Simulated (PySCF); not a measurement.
System: C5H11NOSi2 (SMILES N#C/C=C\C[SiH2]CO[SiH3]).

Input file:

```
{"job": {"kind": "nmr", "xc": "PBE0", "basis": "pcSseg-1"}, "charge": 0, "multiplicity": 1}
N     -1.567796     1.416410    -2.142181
C     -1.520167     1.385603    -0.994632
C     -1.454168     1.345611     0.406948
C     -1.555954     0.204538     1.097584
C     -1.728598    -1.130549     0.489897
Si    -0.038598    -2.034661     0.313653
C      1.130558    -0.889526    -0.662262
O      1.454937     0.149929     0.237749
Si     2.250413     1.531101    -0.059211
H     -1.294680     2.297785     0.893363
H     -1.474100     0.237278     2.175714
H     -2.171067    -1.041335    -0.503573
H     -2.387973    -1.742139     1.105294
H     -0.270308    -3.293739    -0.401602
H      0.537605    -2.263244     1.640813
H      2.048120    -1.391792    -0.982706
H      0.663123    -0.472536    -1.558893
H      2.191926     2.098073     1.280343
H      1.566050     2.338001    -1.070873
H      3.615531     1.265871    -0.522997
```

Run with:

```sh
OMP_NUM_THREADS=1 python probes_run.py task.json out
```

Geometry: GFN2-xTB.

All numbers below come from PySCF, PBE0/pcSseg-1, SCF density, gas phase, non-relativistic.

Q: What will maps of the electron density and electron localisation function show?

A: C–N (1.15 Å): ρ at the midpoint is about 3.5 e/Å³; the ELF peaks at about 0.85 between the atoms (a short, multiple covalent bond).
C–C (1.34 Å): ρ is about 2.3 e/Å³ halfway; the ELF peaks at about 0.95 between the atoms; a short, multiple covalent bond.
C–H (1.08 Å): ρ is about 2 e/Å³ halfway; the ELF climbs to about 1 towards the hydrogen, as it does in any bond to H; an ordinary covalent bond to hydrogen.

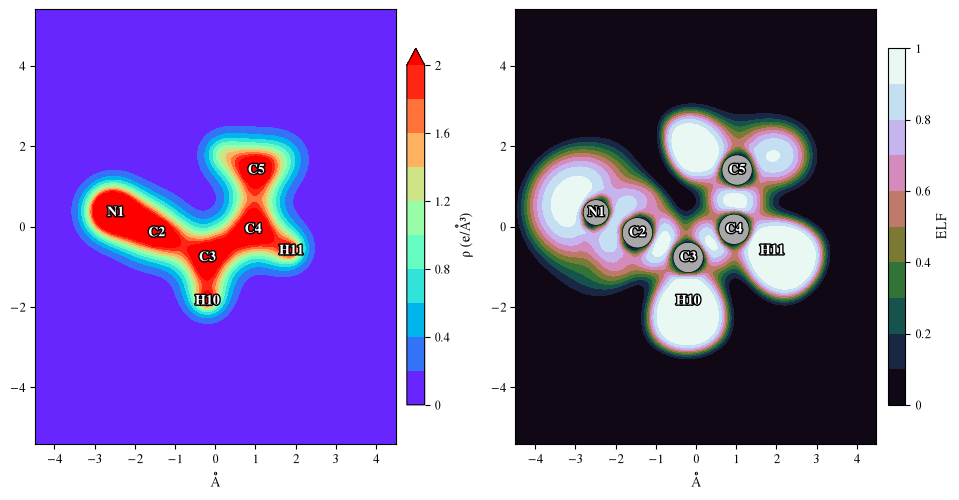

Computed electron density and electron localisation function on the plane of atoms C3, C4 and H11, in this order. Grey discs cover the atomic cores in the ELF map. 
